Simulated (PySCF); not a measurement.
Al(OH)3(SH2), H₅AlO₃S, singlet at its PBE0/def2-SVP optimised geometry (Å):

```
10

Al    -0.2505    -1.2008     0.0000
O     -0.9969    -1.6081    -1.4972
H     -0.4627    -1.8973    -2.2390
O      1.4622    -1.2008     0.0000
H      1.9815    -1.1212     0.8008
O     -1.1679    -1.4698     1.4411
H     -1.4235    -2.3546     1.7084
S     -1.1064     1.2008     0.0000
H     -1.8414     0.7890    -1.0597
H     -1.9815     0.6960     0.9034
```

Level of theory: PySCF with PBE0/def2-TZVP. Cells within 0.4 Å of a nucleus heavier than hydrogen are left out (blank, or x).

Map of the log10 of the electron density (e/bohr³), floored at −4 on the plane z = 0.0 Å:

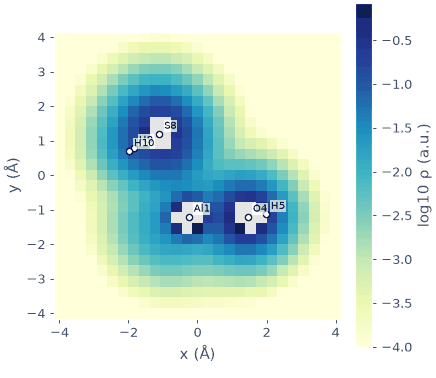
Fig. 1. Log10 of the electron density (e/bohr³), floored at −4 on the plane z = 0.0 Å.
